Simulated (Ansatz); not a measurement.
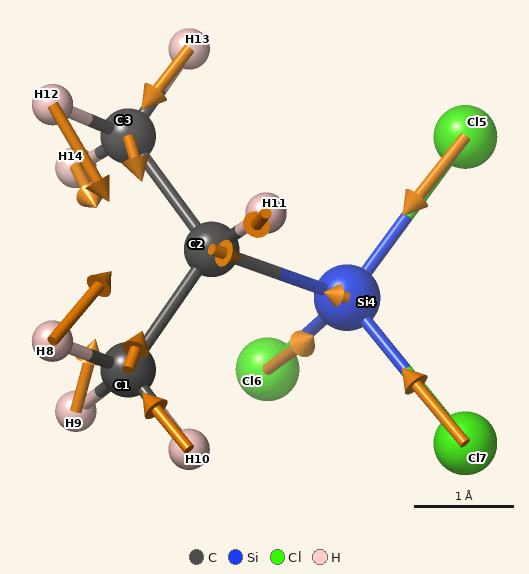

This is a relaxation of C3H7Cl3Si. The starting structure is drawn; orange arrows show the displacements, magnified 30 times. The two geometries are superimposed by the best rigid fit.

A ball-and-stick model, seen at a tilt.

The start comes from PBE-D4/def2-SVP.

All numbers below come from RKS PBE0-D4/def2-TZVP in Ansatz 0.2.0.

Input
```yaml
crystal:
  periodic: [false, false, false]
  atoms:
    - {symbol: C, position_ang: [-1.151113, -0.541224, 0.909612]}
    - {symbol: C, position_ang: [-0.095821, -0.418193, -0.201440]}
    - {symbol: C, position_ang: [1.316010, -0.794044, 0.276049]}
    - {symbol: Si, position_ang: [-0.114850, 1.304910, -0.963635]}
    - {symbol: Cl, position_ang: [1.238369, 1.431376, -2.528738]}
    - {symbol: Cl, position_ang: [0.395271, 2.727400, 0.457388]}
    - {symbol: Cl, position_ang: [-1.998046, 1.762959, -1.698533]}
    - {symbol: H, position_ang: [-1.170384, -1.576331, 1.310060]}
    - {symbol: H, position_ang: [-0.921821, 0.140850, 1.754190]}
    - {symbol: H, position_ang: [-2.168403, -0.298127, 0.543747]}
    - {symbol: H, position_ang: [-0.381895, -1.082398, -1.049923]}
    - {symbol: H, position_ang: [1.326918, -1.832433, 0.668051]}
    - {symbol: H, position_ang: [2.061037, -0.730620, -0.541867]}
    - {symbol: H, position_ang: [1.651827, -0.123423, 1.093839]}
basis:
  gaussian: {orbitals: def2-TZVP}
hamiltonian: {xc: pbe0, dispersion: d4}
relax: {f_tol: 0.005, max_steps: 150}
```

Launched with:
```bash
ansatz run in.yaml --threads 2 --pin off --events-out ev --progress --plain --max-ram 32768MiB --backend cuda --devices 0, --max-vram 18GiB
```

### Describe the change and its energy.

The largest moves after the best rigid fit, 0.038 Å, are those of H8 and H12. By element the largest moves are H 0.038 Å, Cl 0.036 Å, C 0.017 Å, Si 0.009 Å. Some distances before and after: Si4–Cl5 2.073 → 2.041 Å, C2–Si4 1.884 → 1.862 Å, C1–H10 1.108 → 1.092 Å, C2–H11 1.115 → 1.098 Å. Over 4 geometry steps the energy falls by 1.64 kcal/mol. The largest force component goes from 0.57 to 0.0042 eV/Å. The run took about 22 s of wall time on a shared GPU.
